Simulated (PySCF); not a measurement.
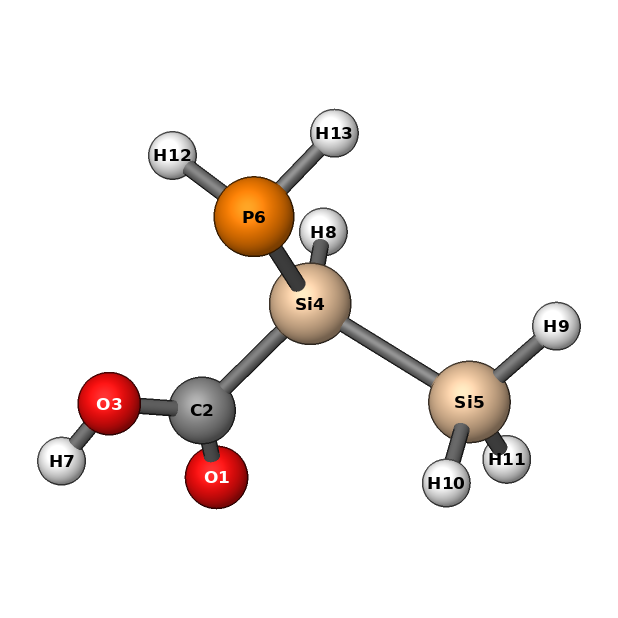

The geometry was computed by an optimisation with PBE0-D3(BJ)/def2-SVP. No frequency run is at hand to confirm it as a minimum. Level of theory: GIAO KT3/pcSseg-1 NMR shielding, non-relativistic, gas phase (PySCF 2.14.0). Principal shieldings σ11 ≤ σ22 ≤ σ33, span Ω = σ33 − σ11, skew κ = 3(σiso − σ22)/Ω.

**Which Si atom has the most anisotropic shielding?**

Si4, with a span of 79 ppm.

Give the shielding tensors of the Si atoms.

| atom | σ11 | σ22 | σ33 | σiso | Ω | κ |
| --- | --- | --- | --- | --- | --- | --- |
| Si4 | 389.0 | 407.0 | 468.1 | 421.4 | 79.1 | 0.55 |
| Si5 | 451.5 | 461.2 | 474.6 | 462.4 | 23.1 | 0.16 |

Shieldings and span in ppm.
